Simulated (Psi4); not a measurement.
**InNH2Cl (SMILES [NH2][In][Cl]): UTPSSh/def2-SVP (core potential)**

Aim: the vertical ionisation energy of InNH2Cl at UTPSSh/def2-SVP (core potential), from 2 runs. 

The calculation is run with Psi4 1.11.

## (1) Starting point

The species is InNH2Cl (5 atoms), meant as a doublet with charge 0. SMILES: `[NH2][In][Cl]`. The coordinates come from a PBE0-D4/def2-TZVP relaxation. This is one conformer, not always the lowest.

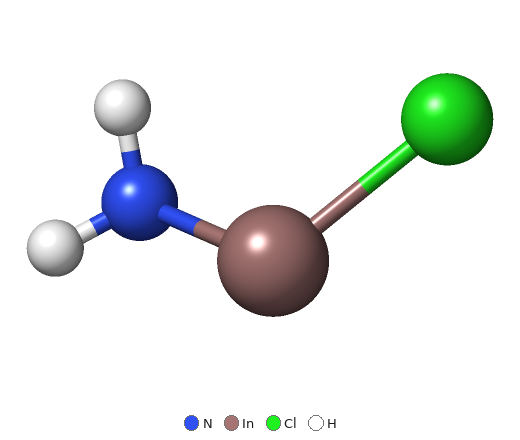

Viewed from a chosen angle; nitrogen blue, indium brown, chlorine green, hydrogen white.

## (2) Energy and gradient at UTPSSh/def2-SVP (core potential)

The input, clh2inn.xyz:

```xyz
5
ClH2InN
N     -0.142600     0.808600    -0.493900
In    -0.411600    -1.217800    -0.153300
Cl     1.391500    -2.211500     1.018700
H     -0.999700     1.283800    -0.756700
H      0.212300     1.263200     0.343800
```

The input, job.py:

```python
import psi4

psi4.set_memory(2200000000)
psi4.set_num_threads(1)
psi4.core.set_output_file('output.dat', False)

with open('clh2inn.xyz') as f:
    atoms = ''.join(f.readlines()[2:])
mol = psi4.geometry('0 2\n' + atoms + 'symmetry c1')

psi4.set_options({
    'basis': 'def2-SVP',
    'reference': 'uks',
    'puream': True,
    'e_convergence': 1e-09,
    'd_convergence': 1e-08,
    'scf_type': 'pk',
    'dft_radial_points': 99,
    'dft_spherical_points': 590,
    'maxiter': 100,
})

e_tot, wfn = psi4.gradient('tpssh', molecule=mol, return_wfn=True)
psi4.oeprop(wfn, 'LOWDIN_CHARGES', 'WIBERG_LOWDIN_INDICES', 'QUADRUPOLE', title='TPSSH')
print('gradient / Eh bohr^-1')
print(e_tot.np.round(6))
print(f'energy = {wfn.energy():.10f} Eh')
```

Command:

```sh
python job.py
```

output.dat, shortened:

```text
[...]
    !!!  WARNING: ECP capability is in beta. Please check occupations closely.  !!!
[...]
  Running in c1 symmetry.
[...]
  Nuclear repulsion =  154.716518533842446
[...]
  Multiplicity = 2
[...]
  Nalpha       = 24
  Nbeta        = 23
[...]
    Number of basis functions: 68
[...]
   @UKS iter   1:  -705.70564869950761   -8.07908e-01   1.29085e-02 DIIS/ADIIS
[...]
   @UKS iter  15:  -706.07876507581852   -4.54747e-13   3.32073e-09 DIIS
[...]
   @S^2 Observed:                7.557826565E-01
[...]
    Orbital Energies [Eh]
    ---------------------
    Alpha Occupied:
       1A   -101.313418     2A    -14.263649     3A     -9.338723
       4A     -7.091908     5A     -7.085786     6A     -7.085498
       7A     -4.612494     8A     -3.031154     9A     -3.026642
      10A     -3.023482    11A     -0.824094    12A     -0.773505
      13A     -0.739499    14A     -0.737755    15A     -0.737402
      16A     -0.728685    17A     -0.712866    18A     -0.460605
      19A     -0.409520    20A     -0.330755    21A     -0.284904
      22A     -0.280969    23A     -0.265096    24A     -0.210218
    Alpha Virtual:
      25A     -0.062185    26A      0.004361    27A      0.009411
[...]
  @UKS Final Energy:  -706.07876507581852
   => Energetics <=
    Nuclear Repulsion Energy =            154.7165185338424465
    One-Electron Energy =               -1354.7964436460802062
    Two-Electron Energy =                 541.5414310197118084
    DFT Exchange-Correlation Energy =     -47.5402709832925012
    Empirical Dispersion Energy =           0.0000000000000000
    VV10 Nonlocal Energy =                  0.0000000000000000
    Total Energy =                       -706.0787650758185237
[...]
  -Total Gradient:
     Atom            X                  Y                   Z
    ------   -----------------  -----------------  -----------------
       1       -0.006161251080    -0.000742809572     0.006181499457
       2        0.008451922341     0.006255616641     0.002821027445
       3       -0.006942772162     0.003564930082    -0.004232453713
       4        0.007066065727    -0.004570301601     0.002103783265
       5       -0.002395831945    -0.004525976435    -0.006857440847
[...]
 Multipole Moments:
 ------------------------------------------------------------------------------------
     Multipole            Electronic (a.u.)      Nuclear  (a.u.)        Total (a.u.)
 ------------------------------------------------------------------------------------
 L = 1.  Multiply by 2.5417464519 to convert [e a0] to [Debye]
 Dipole X            :        -26.8515096           25.7573826           -1.0941270
 Dipole Y            :         -4.3333762            5.0215680            0.6881918
 Dipole Z            :        -13.8671514           13.6131492           -0.2540022
 Magnitude           :                                                    1.3172847
 L = 2.  Multiply by 1.3450342976 to convert [e a0^2] to [Debye ang]
 Quadrupole XX       :       -167.4347002          135.3146268          -32.1200734
 Quadrupole XY       :         97.4509997          -97.7500266           -0.2990268
[...]
```

The script printed:

```text
gradient / Eh bohr^-1
[[-0.006161 -0.000743  0.006181]
 [ 0.008452  0.006256  0.002821]
 [-0.006943  0.003565 -0.004232]
 [ 0.007066 -0.00457   0.002104]
 [-0.002396 -0.004526 -0.006857]]
energy = -706.0787650758 Eh
```

Wall time 84 s (1 thread of Intel Xeon at 2.50GHz (Skylake/Cascade Lake), shared host); peak memory 1.3 GiB.

## (3) The singlet cation, same level

The input, clh2inn.dat:

```
memory 2200 MB

molecule system {
  1 1
  N     -0.142600     0.808600    -0.493900
  In    -0.411600    -1.217800    -0.153300
  Cl     1.391500    -2.211500     1.018700
  H     -0.999700     1.283800    -0.756700
  H      0.212300     1.263200     0.343800
  symmetry c1
}

set basis def2-SVP
set reference rks
set puream true
set e_convergence 1e-09
set d_convergence 1e-08
set scf_type pk
set dft_radial_points 99
set dft_spherical_points 590

e, wfn = gradient('tpssh', return_wfn=True)
oeprop(wfn, 'LOWDIN_CHARGES', 'DIPOLE', 'MULLIKEN_CHARGES')
print_variables()
```

Command:

```sh
psi4 clh2inn.dat clh2inn.out -n 1
```

clh2inn.out, shortened:

```text
[...]
    !!!  WARNING: ECP capability is in beta. Please check occupations closely.  !!!
[...]
  Running in c1 symmetry.
[...]
  Nuclear repulsion =  154.716518533842446
[...]
  Multiplicity = 1
[...]
  Nalpha       = 23
  Nbeta        = 23
[...]
    Number of basis functions: 68
[...]
   @RKS iter   1:  -705.43589308029243   -5.38153e-01   1.18775e-02 ADIIS/DIIS
[...]
   @RKS iter  12:  -705.77300895146800   -1.27557e-10   6.96617e-09 DIIS
[...]
  @RKS Final Energy:  -705.77300895146800
   => Energetics <=
    Nuclear Repulsion Energy =            154.7165185338424465
    One-Electron Energy =               -1343.3081407104127720
    Two-Electron Energy =                 530.0745933435654251
    DFT Exchange-Correlation Energy =     -47.2559801184631212
    Empirical Dispersion Energy =           0.0000000000000000
    VV10 Nonlocal Energy =                  0.0000000000000000
    Total Energy =                       -705.7730089514680003
[...]
  -Total Gradient:
     Atom            X                  Y                   Z
    ------   -----------------  -----------------  -----------------
       1        0.004936928421     0.013980618795     0.017997518486
       2       -0.028080107544    -0.007297017741    -0.018698487016
       3        0.015746660221     0.002515904761     0.010166352011
       4        0.008976396424    -0.008533902296     0.005516467733
       5       -0.001557714972    -0.000687621175    -0.014966117131
[...]
 Multipole Moments:
 ------------------------------------------------------------------------------------
     Multipole            Electronic (a.u.)      Nuclear  (a.u.)        Total (a.u.)
 ------------------------------------------------------------------------------------
 L = 1.  Multiply by 2.5417464519 to convert [e a0] to [Debye]
 Dipole X            :        -27.2489341           25.7573826           -1.4915515
 Dipole Y            :         -4.1683617            5.0215680            0.8532064
 Dipole Z            :        -14.1540354           13.6131492           -0.5408862
 Magnitude           :                                                    1.8014563
[...]
```

Wall time 47 s (1 thread of Intel Xeon at 2.50GHz (Skylake/Cascade Lake), shared host); peak memory 1.3 GiB.

## (4) Summary of results

Level: UTPSSh/def2-SVP (core potential).

| quantity | value |
| --- | --- |
| doublet InNH2Cl: total energy | -706.07877 Eh |
| doublet InNH2Cl: dipole moment | 3.35 D |
| doublet InNH2Cl: HOMO energy (highest over α and β) | -5.72 eV |
| doublet InNH2Cl: LUMO energy (lowest over α and β) | -3.90 eV |
| doublet InNH2Cl: ⟨S²⟩ | 0.756 |
| doublet InNH2Cl: largest force on an atom | 0.560 eV/Å |
| singlet cation: total energy | -705.77301 Eh |
| singlet cation: HOMO energy | -13.08 eV |
| singlet cation: LUMO energy | -10.87 eV |
| singlet cation: HOMO–LUMO gap | 2.21 eV |
| singlet cation: largest force on an atom | 1.775 eV/Å |
| vertical ionisation energy (to the singlet cation) | 8.320 eV |

**Reading.** The vertical ionisation energy comes to 8.32 eV (192 kcal/mol). The largest force (doublet InNH2Cl) is 0.56 eV/Å: the shape isn't a stationary point for this species at this level. Only the singlet of the ionised species was computed; a triplet could lie lower. Mulliken charges (singlet cation) run from -0.26 on N1 to +0.94 on In2; they depend strongly on the basis.
